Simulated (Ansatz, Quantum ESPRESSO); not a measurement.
# DyHSe (P-6m2): modes at Γ and the response to a field, part 2 of 3

Wanted: the vibrations of DyHSe (P-6m2) at Γ, by two programs.

Quantum ESPRESSO 7.5; DFT PBEsol, scalar-relativistic, plane waves, PseudoDojo norm-conserving, 4f in core pseudopotentials.

So far. Step 2 (A first look): A gap of 1.4 eV opens on this mesh, so the crystal is taken as an insulator; the start stands at -3.6 GPa. Step 4 (Ground state): The cell stands at -0.18 GPa, close enough for phonons. The relaxed cell has a = 3.780, c = 3.844 Å (conventional setting).

### 5. Zone-centre response

At q = 0 one unit cell holds all displacements; symmetry groups them into irreducible representations that are solved one by one. The response to a field gives ε∞ and the Born charges, which polar modes need.

File ph.in:

```
phonons
&INPUTPH
  prefix = 'x'
  outdir = './tmp'
  fildyn = 'g.dyn'
  tr2_ph = 1.0d-18
  epsil  = .true.
/
0.000000000 0.000000000 0.000000000
```

Run with:

```
OMP_NUM_THREADS=1 mpirun -n 8 ph.x -nk 8 -in ph.in > ph.out
```

What it wrote:

```text
[banners, grids, parts of the stress and lines that vanish by symmetry left out]
[banner, memory and clock lines left out]
Program PHONON v.7.5

     ./tmp/x.save/

     IMPORTANT: XC functional enforced from input :
     Exchange-correlation= PBESOL
                           (   1   4  10   8   0   0   0)
     Any further DFT definition will be discarded
     Please, verify this is what you really want

     G-vector sticks info

     Reading collected, re-writing distributed wavefunctions in ./tmp/

     Number and degeneracy of irreps per q-point
       N         xq(1)         xq(2)         xq(3)   N irreps
       1   0.000000000   0.000000000   0.000000000       6
        2   2   2   1   1   1

     Calculation of q =    0.0000000   0.0000000   0.0000000

     phonons

     bravais-lattice index     =            4
     lattice parameter (alat)  =       7.1438  a.u.
     unit-cell volume          =     321.0283 (a.u.)^3
     number of atoms/cell      =            3
     number of atomic types    =            3
     kinetic-energy cut-off    =      78.0000  Ry
     charge density cut-off    =     312.0000  Ry
     convergence threshold     =      1.0E-18
     beta                      =       0.7000
     number of iterations used =            4
     Exchange-correlation= PBESOL
                           (   1   4  10   8   0   0   0)

     celldm(1)=    7.14384  celldm(2)=    0.00000  celldm(3)=    1.01676
     celldm(4)=    0.00000  celldm(5)=    0.00000  celldm(6)=    0.00000

     crystal axes: (cart. coord. in units of alat)
               a(1) = (  1.0000  0.0000  0.0000 )
               a(2) = ( -0.5000  0.8660  0.0000 )
               a(3) = (  0.0000  0.0000  1.0168 )

     reciprocal axes: (cart. coord. in units 2 pi/alat)
               b(1) = (  1.0000  0.5774 -0.0000 )
               b(2) = (  0.0000  1.1547  0.0000 )
               b(3) = (  0.0000 -0.0000  0.9835 )

     Atoms inside the unit cell:

     Cartesian axes

     site n.  atom      mass           positions (alat units)
        1  Dy    162.5000   tau(    1) = (    0.00000    0.00000    0.00000  )
        2  H       1.0080   tau(    2) = (   -0.00000    0.57735    0.00000  )
        3  Se     78.9710   tau(    3) = (    0.50000    0.28868    0.50838  )

     Computing dynamical matrix for
                    q = (   0.0000000   0.0000000   0.0000000 )

     13 Sym.Ops. (with q -> -q+G )

     G cutoff =  403.3281  (  29843 G-vectors)     FFT grid: ( 45, 45, 45)
     number of k points=    48
                       cart. coord. in units 2pi/alat
        k(    1) = (   0.0000000   0.0000000   0.0000000), wk =   0.0041152
        k(    2) = (   0.0000000   0.0000000   0.1639198), wk =   0.0082305
        k(    3) = (   0.0000000   0.0000000   0.3278396), wk =   0.0082305
        [... further k-points left out ...]

     PseudoPot. # 1 for Dy read from file:
     ./pseudo/Dy.upf
     Pseudo is Norm-conserving + core correction, Zval = 11.0
     Using radial grid of 1828 points,  7 beta functions with:
                l(1) =   0
                l(2) =   0
                l(3) =   1
                l(4) =   1
                l(5) =   2
                l(6) =   2
                l(7) =   3

     PseudoPot. # 2 for H  read from file:
     ./pseudo/H.upf
     Pseudo is Norm-conserving, Zval =  1.0
     Using radial grid of 1180 points,  3 beta functions with:
                l(1) =   0
                l(2) =   0
                l(3) =   1

     PseudoPot. # 3 for Se read from file:
     ./pseudo/Se.upf
     Pseudo is Norm-conserving + core correction, Zval = 16.0
     Using radial grid of 1198 points,  6 beta functions with:
                l(1) =   0
                l(2) =   0
                l(3) =   1
                l(4) =   1
                l(5) =   2
                l(6) =   2

     Mode symmetry, D_3h (-62m) point group:

     Electric field:
     Dielectric constant
     Born effective charges as d Force / d E

     Atomic displacements:
     There are    6 irreducible representations

     Representation     1      2 modes -  To be done

     Representation     2      2 modes -  To be done

     Representation     3      2 modes -  To be done

     Representation     4      1 modes -  To be done

     Representation     5      1 modes -  To be done

     Representation     6      1 modes -  To be done

     Alpha used in Ewald sum =   2.8000

     Electric Fields Calculation

      thresh= 1.000E-02 alpha_mix =  0.700 |ddv_scf|^2 =  1.315E-07

      thresh= 3.626E-05 alpha_mix =  0.700 |ddv_scf|^2 =  2.462E-08

      thresh= 1.569E-05 alpha_mix =  0.700 |ddv_scf|^2 =  7.296E-10

      thresh= 2.701E-06 alpha_mix =  0.700 |ddv_scf|^2 =  4.334E-11

      thresh= 6.583E-07 alpha_mix =  0.700 |ddv_scf|^2 =  3.087E-12

      thresh= 1.757E-07 alpha_mix =  0.700 |ddv_scf|^2 =  8.303E-14

      thresh= 2.882E-08 alpha_mix =  0.700 |ddv_scf|^2 =  4.415E-15

      thresh= 6.645E-09 alpha_mix =  0.700 |ddv_scf|^2 =  1.116E-16

      thresh= 1.056E-09 alpha_mix =  0.700 |ddv_scf|^2 =  1.164E-17

      thresh= 3.412E-10 alpha_mix =  0.700 |ddv_scf|^2 =  1.147E-18

      thresh= 1.071E-10 alpha_mix =  0.700 |ddv_scf|^2 =  9.634E-20

     End of electric fields calculation

          Dielectric constant in cartesian axis

          (       9.367245091       0.000000000       0.000000000 )
          (       0.000000000       9.367245091      -0.000000000 )
          (       0.000000000       0.000000000       9.154143071 )

          Effective charges (d Force / dE) in cartesian axis without acoustic sum rule applied (asr)

           atom    1  Dy    Mean Z*:        3.11807
      Ex  (        3.10160        0.00000        0.00000 )
      Ey  (        0.00000        3.10160        0.00000 )
      Ez  (       -0.00000       -0.00000        3.15101 )
           atom    2  H     Mean Z*:       -1.11922
      Ex  (       -1.38112        0.00000        0.00000 )
      Ey  (        0.00000       -1.38112        0.00000 )
      Ez  (        0.00000       -0.00000       -0.59544 )
           atom    3  Se    Mean Z*:       -2.00744
      Ex  (       -1.72886        0.00000        0.00000 )
      Ey  (        0.00000       -1.72886       -0.00000 )
      Ez  (        0.00000       -0.00000       -2.56461 )

          Effective charges Sum: Mean:       -0.00860
             -0.00838        0.00000        0.00000
              0.00000       -0.00838       -0.00000
              0.00000       -0.00000       -0.00904

          Effective charges (d Force / dE) in cartesian axis with asr applied:
           atom    1  Dy    Mean Z*:        3.12093
      E*x (        3.10439       -0.00000        0.00000 )
      E*y (       -0.00000        3.10439        0.00000 )
      E*z (       -0.00000        0.00000        3.15402 )
           atom    2  H     Mean Z*:       -1.11636
      E*x (       -1.37833       -0.00000        0.00000 )
      E*y (       -0.00000       -1.37833        0.00000 )
      E*z (        0.00000        0.00000       -0.59242 )
           atom    3  Se    Mean Z*:       -2.00457
      E*x (       -1.72606        0.00000        0.00000 )
      E*y (        0.00000       -1.72606       -0.00000 )
      E*z (        0.00000       -0.00000       -2.56160 )

     Representation #   1 modes #   1   2

     Self-consistent Calculation

      thresh= 1.000E-02 alpha_mix =  0.700 |ddv_scf|^2 =  1.016E-05

      thresh= 3.187E-04 alpha_mix =  0.700 |ddv_scf|^2 =  2.517E-06

      thresh= 1.587E-04 alpha_mix =  0.700 |ddv_scf|^2 =  2.260E-09

[...]
End of self-consistent calculation

     Convergence has been achieved

     Representation #   2 modes #   3   4

     Self-consistent Calculation

[...]
End of self-consistent calculation

     Convergence has been achieved

     Representation #   3 modes #   5   6

     Self-consistent Calculation

[...]
End of self-consistent calculation

     Convergence has been achieved

     Representation #   4 mode #   7

     Self-consistent Calculation

[...]
End of self-consistent calculation

     Convergence has been achieved

     Representation #   5 mode #   8

     Self-consistent Calculation

[...]
End of self-consistent calculation

     Convergence has been achieved

     Representation #   6 mode #   9

     Self-consistent Calculation

[...]
thresh= 1.186E-05 alpha_mix =  0.700 |ddv_scf|^2 =  3.805E-10

      thresh= 1.951E-06 alpha_mix =  0.700 |ddv_scf|^2 =  5.276E-12

      thresh= 2.297E-07 alpha_mix =  0.700 |ddv_scf|^2 =  1.307E-13

      thresh= 3.616E-08 alpha_mix =  0.700 |ddv_scf|^2 =  5.560E-15

      thresh= 7.457E-09 alpha_mix =  0.700 |ddv_scf|^2 =  2.100E-17

      thresh= 4.582E-10 alpha_mix =  0.700 |ddv_scf|^2 =  1.226E-18

      thresh= 1.107E-10 alpha_mix =  0.700 |ddv_scf|^2 =  1.151E-20

     End of self-consistent calculation

     Convergence has been achieved

     Number of q in the star =    1
     List of q in the star:
          1   0.000000000   0.000000000   0.000000000

          Dielectric constant in cartesian axis

          (       9.367245091       0.000000000       0.000000000 )
          (       0.000000000       9.367245091      -0.000000000 )
          (       0.000000000       0.000000000       9.154143071 )

          Effective charges (d Force / dE) in cartesian axis without acoustic sum rule applied (asr)

           atom    1  Dy    Mean Z*:        3.11807
      Ex  (        3.10160        0.00000        0.00000 )
      Ey  (        0.00000        3.10160        0.00000 )
      Ez  (       -0.00000       -0.00000        3.15101 )
           atom    2  H     Mean Z*:       -1.11922
      Ex  (       -1.38112        0.00000        0.00000 )
      Ey  (        0.00000       -1.38112        0.00000 )
      Ez  (        0.00000       -0.00000       -0.59544 )
           atom    3  Se    Mean Z*:       -2.00744
      Ex  (       -1.72886        0.00000        0.00000 )
      Ey  (        0.00000       -1.72886       -0.00000 )
      Ez  (        0.00000       -0.00000       -2.56461 )

          Effective charges Sum: Mean:       -0.00860
             -0.00838        0.00000        0.00000
              0.00000       -0.00838       -0.00000
              0.00000       -0.00000       -0.00904

          Effective charges (d Force / dE) in cartesian axis with asr applied:
           atom    1  Dy    Mean Z*:        3.12093
      E*x (        3.10439       -0.00000        0.00000 )
      E*y (       -0.00000        3.10439        0.00000 )
      E*z (       -0.00000        0.00000        3.15402 )
           atom    2  H     Mean Z*:       -1.11636
      E*x (       -1.37833       -0.00000        0.00000 )
      E*y (       -0.00000       -1.37833        0.00000 )
      E*z (        0.00000        0.00000       -0.59242 )
           atom    3  Se    Mean Z*:       -2.00457
      E*x (       -1.72606        0.00000        0.00000 )
      E*y (        0.00000       -1.72606       -0.00000 )
      E*z (        0.00000       -0.00000       -2.56160 )

     Diagonalizing the dynamical matrix

     q = (    0.000000000   0.000000000   0.000000000 )

 **************************************************************************
     freq (    1) =      -0.044156 [THz] =      -1.472874 [cm-1]
     freq (    2) =      -0.044156 [THz] =      -1.472874 [cm-1]
     freq (    3) =       0.115207 [THz] =       3.842887 [cm-1]
     freq (    4) =       5.183829 [THz] =     172.913908 [cm-1]
     freq (    5) =       5.183829 [THz] =     172.913908 [cm-1]
     freq (    6) =       5.693540 [THz] =     189.916040 [cm-1]
     freq (    7) =      21.173699 [THz] =     706.278575 [cm-1]
     freq (    8) =      33.709480 [THz] =    1124.427227 [cm-1]
     freq (    9) =      33.709480 [THz] =    1124.427227 [cm-1]
 **************************************************************************

     Mode symmetry, D_3h (-62m) point group:

     freq (   1-   2) =         -1.5  [cm-1]   --> E'              I+R
     freq (   3-   3) =          3.8  [cm-1]   --> A''2            I
     freq (   4-   5) =        172.9  [cm-1]   --> E'              I+R
     freq (   6-   6) =        189.9  [cm-1]   --> A''2            I
     freq (   7-   7) =        706.3  [cm-1]   --> A''2            I
     freq (   8-   9) =       1124.4  [cm-1]   --> E'              I+R
```

Run time: 4.1 min. Hardware: 8 MPI ranks of Arm Neoverse V2, shared host; 33 min of CPU time.

This step gave:

| Quantity | Value |
| --- | --- |
| miss of the charge sum rule | 0.009040 e |
| largest acoustic frequency at the zone centre before the sum rule | 3.84 cm⁻¹ |
| highest optical zone-centre mode (no LO-TO term) | 1124 cm⁻¹ |
| lowest optical zone-centre mode | 172.9 cm⁻¹ |
| mean high-frequency dielectric constant | 9.296 |
| largest Born charge in size (third of the trace) | 3.118 e |

Born charge (rows field, columns displacement), before the sum rule (e), principal values of the symmetric part by kind of site:

```
atom  atoms with these values    low  middle   high   mean
 Dy1                        1   3.10    3.10   3.15   3.12
  H2                        1  -1.38   -1.38  -0.60  -1.12
 Se3                        1  -2.56   -1.73  -1.73  -2.01
```

In full for H2:

```
-1.38  0.00  0.00
 0.00 -1.38  0.00
 0.00  0.00 -0.60
```

High-frequency dielectric tensor:

```
9.37 0.00 0.00
0.00 9.37 0.00
0.00 0.00 9.15
```

The acoustic modes at Γ come out as far as 3.8 cm⁻¹ from zero, where they should vanish, a small numerical error; the Born charges miss their sum rule by 0.0090 e, which is good.

### 6. Modes with the sum rule

A rigid shift of the crystal must cost nothing, but grids and finite bases break this; the acoustic sum rule is imposed before the matrix is diagonalised again. With Born charges the intensities follow, and the static dielectric tensor.

File dynmat.in:

```
&INPUT
  fildyn = 'g.dyn'
  asr    = 'simple'
  fileig = 'dynmat.eig'
  lperm  = .true.
/
```

Run with:

```
dynmat.x -in dynmat.in > dynmat.out
```

What it wrote:

```text
[banner, memory and clock lines left out]
Program DYNMAT v.7.5

     Reading Dynamical Matrix from file g.dyn
     ...Force constants read
     ...epsilon and Z* read
     A direction for q was not specified:TO-LO splitting will be absent

     Polarizability (A^3 units)
     multiply by 0.265576 for Clausius-Mossotti correction
        31.675201    0.000000    0.000000
         0.000000   31.675201    0.000000
         0.000000   -0.000000   30.868478

     IR activities are in (D/A)^2/amu units

# mode   [cm-1]    [THz]      IR
    1     -0.00   -0.0000    0.0000
    2      0.00    0.0000    0.0000
    3      0.00    0.0000    0.0000
    4    172.88    5.1829    1.7476
    5    172.88    5.1829    1.7476
    6    189.80    5.6900    3.7491
    7    707.00   21.1953    7.6131
    8   1124.86   33.7225   43.9733
    9   1124.86   33.7225   43.9733

Electronic dielectric permittivity tensor (relative, adimensional)
         9.367245    0.000000    0.000000
         0.000000    9.367245    0.000000
         0.000000   -0.000000    9.154143

 ... with zone-center polar mode contributions
        13.546793   -0.000000   -0.000000
        -0.000000   13.546793    0.000000
        -0.000000    0.000000   14.503011

[end of the log left out, with the tail of the file of modes that dynmat.x writes under the same name]
```

Run time: 0.47 s. Hardware: 1 thread.

This step gave:

```yaml
highest_optical_zone_centre_mode_no_lo_to_term: 1125 cm⁻¹
mean_static_dielectric_constant: 13.87
```

Unit eigenvectors of the mass-weighted matrix after the sum rule; no LO-TO term. The modes at Γ (shares of kinetic energy by element, %):

```
mode  frequency (cm⁻¹)  symmetry  Dy %  H %  Se %
   1               0.0  acoustic    67    0    33
   2               0.0  acoustic    67    0    33
   3               0.0  acoustic    67    0    33
   4             172.9        E'    33    0    67
   5             172.9        E'    33    0    67
   6             189.8      A''2    33    0    67
   7             707.0      A''2     0   99     1
   8            1124.9        E'     0  100     0
   9            1124.9        E'     0  100     0
```

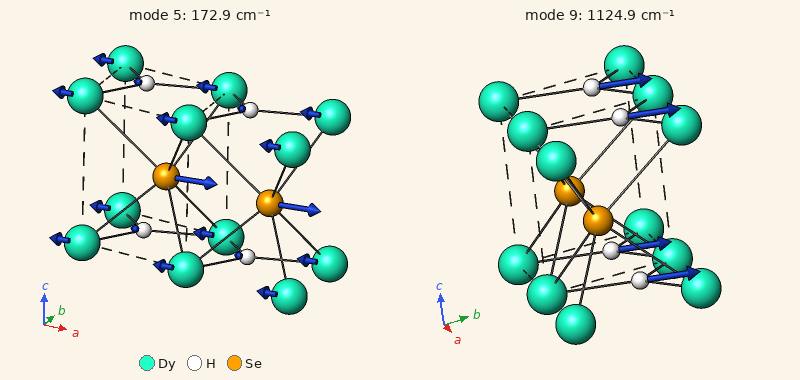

Displacement patterns of modes 5 and 9 at Γ; arrows are exaggerated. 2×1×1 cells are drawn. Some periodic images of atoms are drawn too.

Degenerate modes summed, no LO-TO term. Infrared lines, with heights relative to the strongest:

```
position (cm⁻¹)  lines merged  label  IR intensity, relative
            173             2     E'                     4.0
            190             1   A''2                     4.3
            707             1   A''2                     8.7
           1125             2     E'                     100
```

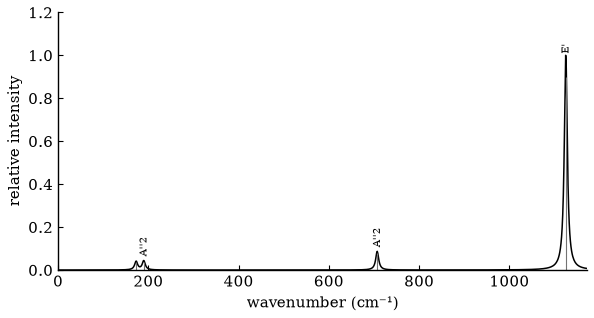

The infrared spectrum, broadened with Lorentzians of width 8 cm⁻¹; bars mark the lines.

Static dielectric tensor (ions relaxed, fixed cell):

```
13.55  0.00  0.00
 0.00 13.55  0.00
 0.00  0.00 14.50
```

The rule also moves an optical mode by 0.7 cm⁻¹.

### 7. Sum rules set otherwise: a sum rule for molecules or wires on a crystal

This rule also removes rotations, which suits molecules and not a crystal; it is tried to see the harm.

File dynmat.in:

```
&INPUT
  fildyn = 'g.dyn'
  asr    = 'zero-dim'
  fileig = 'dynmat.eig'
  lperm  = .true.
/
```

Run with:

```
dynmat.x -in dynmat.in > dynmat.out
```

What it wrote:

```text
[banner, memory and clock lines left out]
Program DYNMAT v.7.5

     Reading Dynamical Matrix from file g.dyn
     ...Force constants read
     ...epsilon and Z* read
     Acoustic Sum Rule: || Z*(ASR) - Z*(orig)|| =    4.633484E+00
     Acoustic Sum Rule: ||dyn(ASR) - dyn(orig)||=    3.713167E-01
     A direction for q was not specified:TO-LO splitting will be absent

     Polarizability (A^3 units)
     multiply by 0.265576 for Clausius-Mossotti correction
        31.675201    0.000000    0.000000
         0.000000   31.675201    0.000000
         0.000000   -0.000000   30.868478

     IR activities are in (D/A)^2/amu units

# mode   [cm-1]    [THz]      IR
    1     -0.00   -0.0000    0.0000
    2     -0.00   -0.0000    0.0000
    3      0.00    0.0000    0.0000
    4      0.00    0.0000    0.0000
    5      0.00    0.0000    0.0000
    6      0.00    0.0000    0.0000
    7    183.48    5.5005    2.8837
    8    885.63   26.5505   14.5494
    9   1163.64   34.8850   97.0351

Electronic dielectric permittivity tensor (relative, adimensional)
         9.367245    0.000000    0.000000
         0.000000    9.367245    0.000000
         0.000000   -0.000000    9.154143

 ... with zone-center polar mode contributions
        11.180781    0.447756    1.829207
         0.447756   13.231174    0.272681
         1.829207    0.272681   11.361758

[end of the log left out, with the tail of the file of modes that dynmat.x writes under the same name]
```

Run time: 0.47 s. Hardware: 1 thread.

The program raised no error, yet the settings are not those of a careful run.

The fault: a sum rule for molecules or wires on a crystal; 3 optical modes are projected out to zero frequency, as if they were rotations, and the static dielectric tensor is spoilt.

For a crystal the rule has to be 'simple' or 'crystal'.

Zone-centre frequencies as printed; negative means imaginary. Modes:

```
mode  frequency (cm⁻¹)
   1                 0
   2                 0
   3                 0
   4                 0
   5                 0
   6                 0
   7             183.5
   8             885.6
   9              1164
```

### 8. Modes along a direction of q (1 0 0)

A longitudinal polar mode sets up a macroscopic field that stiffens it; the term hangs on the direction from which q goes to zero.

File dynmat.in:

```
&INPUT
  fildyn = 'g.dyn'
  asr    = 'simple'
  fileig = 'dynmat.eig'
  q(1)   = 1.0
  q(2)   = 0.0
  q(3)   = 0.0
/
```

Run with:

```
dynmat.x -in dynmat.in > dynmat.out
```

What it wrote:

```text
[banner, memory and clock lines left out]
Program DYNMAT v.7.5

     Reading Dynamical Matrix from file g.dyn
     ...Force constants read
     ...epsilon and Z* read

     Polarizability (A^3 units)
     multiply by 0.265576 for Clausius-Mossotti correction
        31.675201    0.000000    0.000000
         0.000000   31.675201    0.000000
         0.000000   -0.000000   30.868478

     IR activities are in (D/A)^2/amu units

# mode   [cm-1]    [THz]      IR
    1     -0.00   -0.0000    0.0000
    2     -0.00   -0.0000    0.0000
    3      0.00    0.0000    0.0000
    4    172.88    5.1829    1.7476
    5    189.80    5.6900    3.7491
    6    192.43    5.7689    1.2726
    7    707.00   21.1953    7.6131
    8   1124.86   33.7225   43.9733
    9   1215.32   36.4344   44.4483

[end of the log left out, with the tail of the file of modes that dynmat.x writes under the same name]
```

Wall time 0.47 s (1 thread).

Read from the output:

* highest mode moved by the LO-TO term: 1215 cm⁻¹

Zone-centre frequencies as printed; negative means imaginary. Modes:

```
mode  frequency (cm⁻¹)
   1                 0
   2                 0
   3                 0
   4             172.9
   5             189.8
   6             192.4
   7               707
   8              1125
   9              1215
```

The field moves 2 modes; the highest of them now lies at 1215 cm⁻¹, where the highest that moved away lay at 1125.

[end of part 2 of 3]

[Host names and launcher messages were left out of these logs when they were recorded.]

[Logs are printed without paths, hosts, clocks, repeated set-up lines and the standing remarks that a program may print on its own settings, such as how far it seeks lower states.]

[Hosts, paths, dates, database ids (printed as entryN), source tags and the programs' standing remarks are cut or masked in the printed files.]
